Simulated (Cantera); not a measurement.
Feed: 1 mol SiO2, a varied amount of F2, 0.47 mol SiCl4, held at 1650 K and 0.100 bar.

These are equilibrium values from Cantera (NASA tables, ideal gas, pure condensed phases), not measurements of a reactor. Candidate condensed phases: Si, SiO2; 26 gas species. The tables hold silica as quartz up to 1696 K and as liquid above; real silica turns to tridymite and cristobalite and melts near 1996 K. Equilibrium is a limit: real reactors are often held back by kinetics, nucleation or transport.

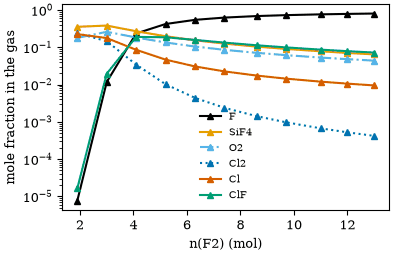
Figure. Equilibrium gas composition (values under 1e-9 drawn at 1e-9)

At 1.9 mol F2 the condensed part is SiO2(β-quartz). From 3 mol F2 to 13 mol F2 nothing is condensed. The main Si-bearing gas is SiF4 throughout.
